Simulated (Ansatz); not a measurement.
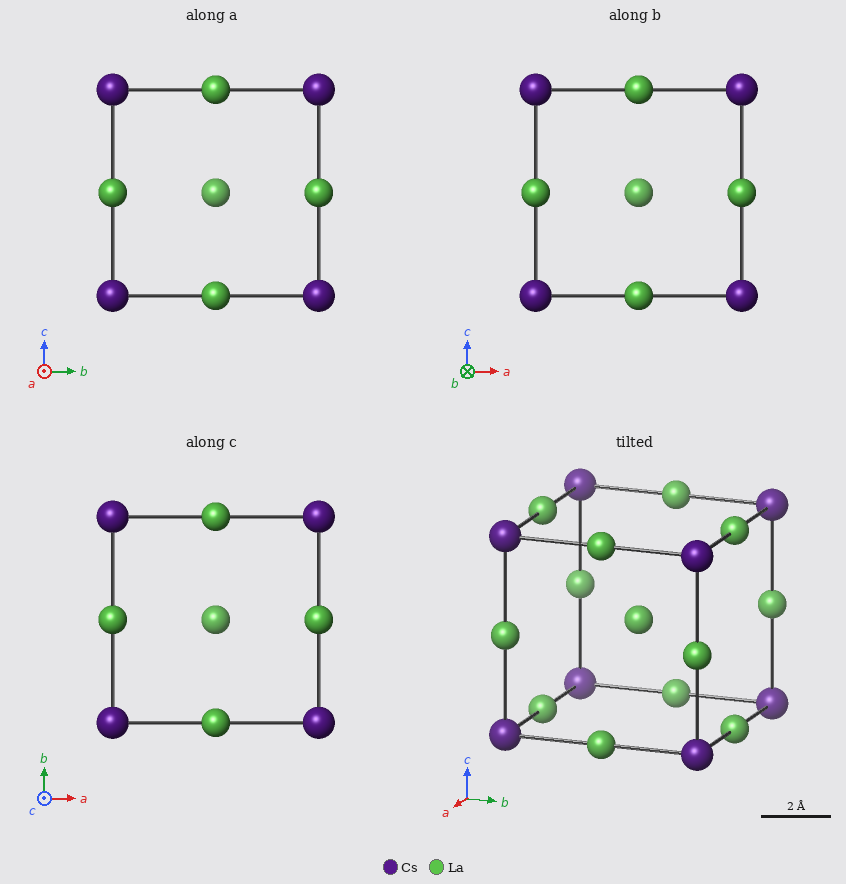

The crystal in a ball-and-stick representation, seen along the a axis, along the b axis, along the c axis and slightly off an axis. Lines trace the edges of the conventional unit cell.

Lattice parameters: a = 5.984 Å, b = 5.984 Å, c = 5.984 Å, α = 90.00°, β = 90.00°, γ = 90.00°.

**Convert the drawing into a table of Wyckoff sites.**

Space group Pm-3m (No. 221).
| atom | site | x | y | z |
| --- | --- | --- | --- | --- |
| Cs | 1a | 0.0000 | 0.0000 | 0.0000 |
| La | 3d | 0.5000 | 0.0000 | 0.0000 |
| La | 1b | 0.5000 | 0.5000 | 0.5000 |

Starting structure: a structure type filled with these elements by a generator (whether the compound takes this form wasn't checked). The structure drawn was relaxed with DFT PBE, scalar-relativistic, plane waves, PAW in Ansatz.
